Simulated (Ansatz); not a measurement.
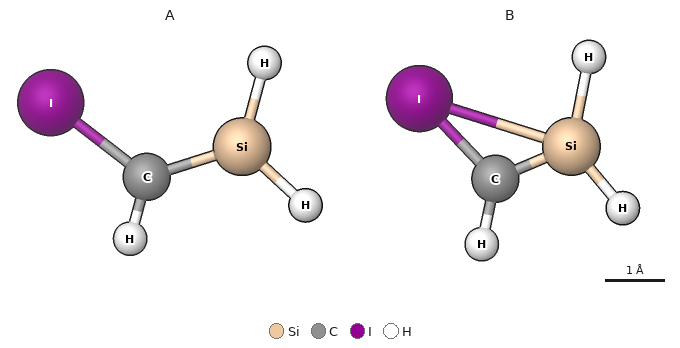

Two geometries of CH₃ISi, drawn at one scale. One is the start of a relaxation, the other its converged end. Style: ball-and-stick. Shown face on.

Computed with RKS PBE-D4/def2-SVP in Ansatz 0.2.0. Set-up: force threshold 0.03 eV/Å; at most 250 steps.

Question: Which geometry has the lower energy?

Answer: Structure A is the relaxed one. It is one of the separated reactants of a reaction. The energy falls by 354.1 kJ/mol in 7 geometry steps. Largest force component: 15 eV/Å at the start, 0.0024 eV/Å at the end. The I atom moves most after the best rigid fit: 0.50 Å. By element the largest moves are I 0.50 Å, H 0.40 Å, Si 0.19 Å, C 0.15 Å. Among the contacts that change: I–Si 2.762 → 3.403 Å, C–Si 1.428 → 1.731 Å, C–I 1.910 → 2.100 Å, H–Si 1.389 → 1.495 Å. Among the angles between lasting bonds that change: Si–C–I 110.8° → 125.0°, C–Si–H 107.2° → 120.0°, I–C–H 124.6° → 112.5°. Cost: 8 s on 2 threads of Intel Xeon Platinum 8223CL @ 3.00GHz, on a shared host.
